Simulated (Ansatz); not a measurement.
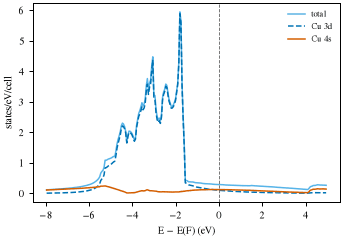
Figure: Total and projected density of states of Cu (fcc (Cu type), Fm-3m), the program Ansatz at the r²SCAN level (PAW)

Problem. Which orbitals carry the states next to the Fermi level?

Solution. Within 0.5 eV of the Fermi level: Cu 4s 42 %, Cu 3d 35 %, outside the projected shells 23 %. Projections are on Löwdin-orthogonalised atomic valence shells; empty p or d shells of many metals are not among them.

Problem. Where is the tallest occupied peak in this window, and what makes it?

Solution. Near -1.8 eV, about 6.0 states/eV per cell; the largest projected share is Cu 3d.

The cell was relaxed with r²SCAN under the symmetry of its start. The run is not spin-polarised.

Potentials: the later of the program's two PAW sets.
